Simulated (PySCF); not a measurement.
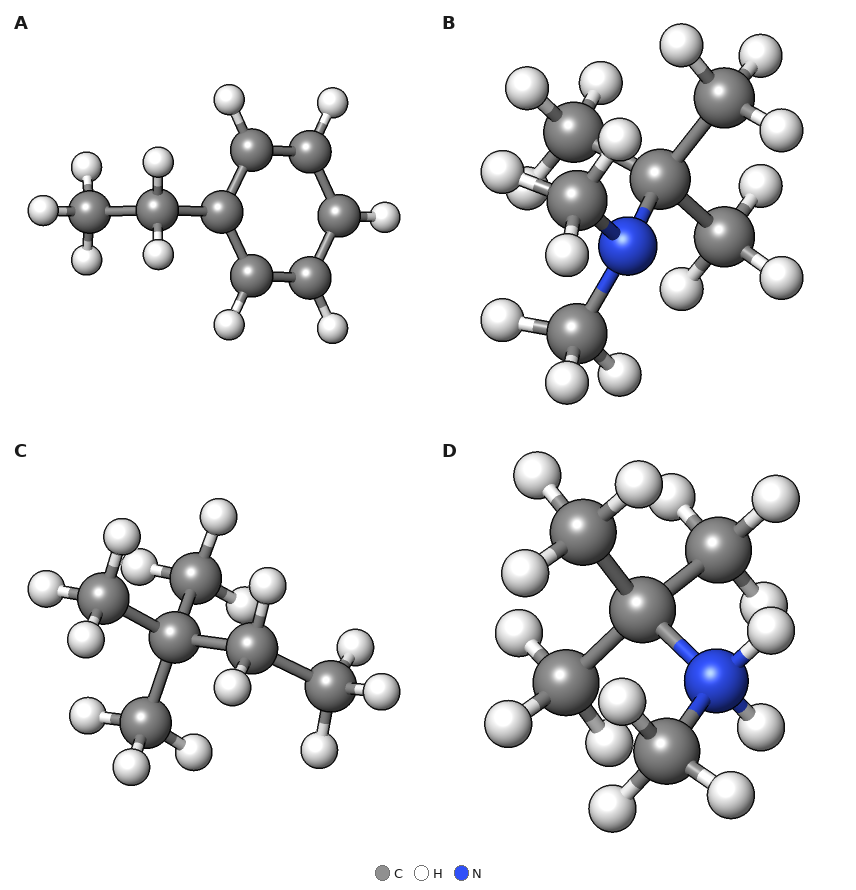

Source: calculation with PySCF.

```xyz
22
charge 0, multiplicity 1
C     1.1479   -1.4410    0.7449
N     0.7457   -0.1578    0.2253
C     1.6062    0.2385   -0.8614
C    -0.7018    0.0221    0.0005
C    -1.2501   -0.8886   -1.1097
C    -1.4486   -0.2674    1.3069
C    -0.9705    1.4856   -0.3661
H     0.5929   -1.6963    1.6565
H     2.2140   -1.4007    1.0181
H     1.0305   -2.2839    0.0271
H     1.4027    1.2690   -1.1792
H     1.5399   -0.4148   -1.7604
H     2.6532    0.2079   -0.5212
H    -1.1029   -1.9523   -0.8681
H    -2.3301   -0.7271   -1.2470
H    -0.7604   -0.6878   -2.0749
H    -0.9889    0.2901    2.1368
H    -1.4489   -1.3365    1.5630
H    -2.4995    0.0431    1.2172
H    -2.0516    1.6855   -0.3498
H    -0.6102    1.7404   -1.3729
H    -0.4808    2.1528    0.3590
```

Which picture belongs to the input above?

B. The file holds C6H15N, `CN(C)C(C)(C)C`.
